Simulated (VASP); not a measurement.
Data:

```xyz
2
Lattice="0.0000 2.7889 2.7889 2.7889 0.0000 2.7889 2.7889 2.7889 0.0000" Properties=species:S:1:pos:R:3 pbc="T T T"
Na     0.0000     0.0000     0.0000
Cl     2.7889     2.7889     2.7889
```

Level of theory: PBE GGA with D3 dispersion (Becke-Johnson damping), VASP's PBE PAW potentials (set 64) (plane waves; VASP). Run with 520 eV cut-off, 9×9×9 Γ-centred mesh, tetrahedra with Blöchl corrections, potentials Na_pv Cl.

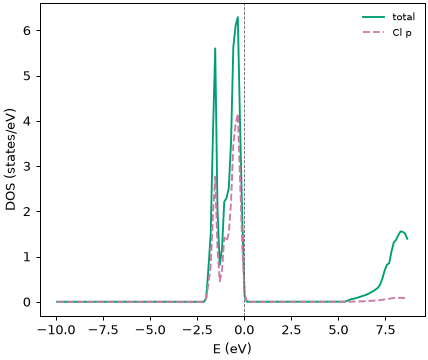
Figure: Total and projected density of states, zero at the valence-band maximum

Within 2 eV below the valence-band maximum the largest weight inside VASP's projection spheres is Cl p.

The gap is direct, 5.24 eV, from the valence maximum at Γ to the conduction minimum at Γ.

The compound is NaCl in the rock salt structure. It was relaxed first.
